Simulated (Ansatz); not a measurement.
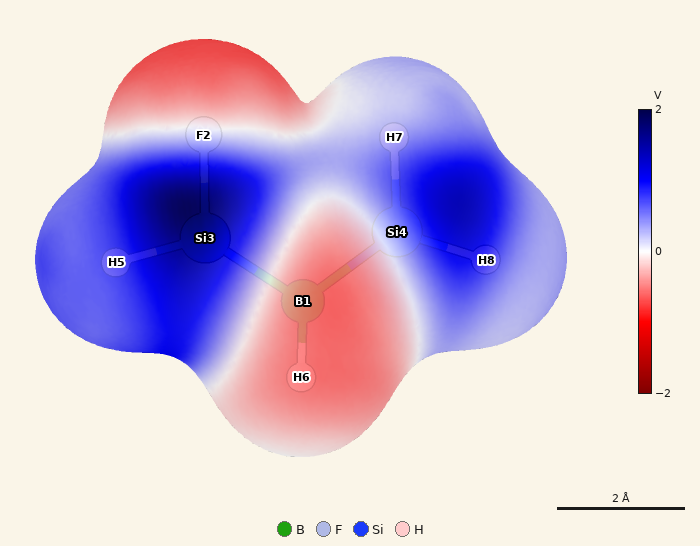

The picture shows: BFH₄Si₂ (SMILES F/[SiH]=[BH-]\[SiH2+]). The electrostatic potential painted on the density surface at 0.002 e/bohr³, seen at a tilt; red is negative and blue positive.

Geometry: B3LYP-D3(BJ)/def2-SVP.

Theory: isolated molecule in a Gaussian basis; Kohn-Sham density functional theory, functional PBE0 (Ansatz 0.2.0).

Input file:

```
crystal:
  periodic: [false, false, false]
  atoms:
    - {symbol: B, position_ang: [-1.619890, -0.982766, 0.069221]}
    - {symbol: F, position_ang: [0.924885, 0.706127, 0.434534]}
    - {symbol: Si, position_ang: [-0.585982, 0.554575, -0.152209]}
    - {symbol: Si, position_ang: [-0.711421, -2.299597, 1.033882]}
    - {symbol: H, position_ang: [-0.844854, 1.855710, -0.829331]}
    - {symbol: H, position_ang: [-2.731846, -1.051501, -0.381110]}
    - {symbol: H, position_ang: [0.671635, -2.133436, 1.559075]}
    - {symbol: H, position_ang: [-1.219251, -3.653161, 1.402759]}
basis:
  gaussian: {orbitals: def2-TZVPD}
hamiltonian: {xc: {name: PBE0}}
output: {forces: true, orbitals: {seedname: orbitals}}
```

Launched as:

```sh
ansatz run input.yaml --threads 2 --pin off --max-ram 4350MiB --events-out events.jsonl --progress --plain --runs-dir runs
```

> Describe the electrostatic potential map.

The most negative region (about −0.7 V) lies over F2, the most positive (about +1.9 V) over Si3.

> What dipole moment does the calculation give?

Its dipole moment is 0.23 D.
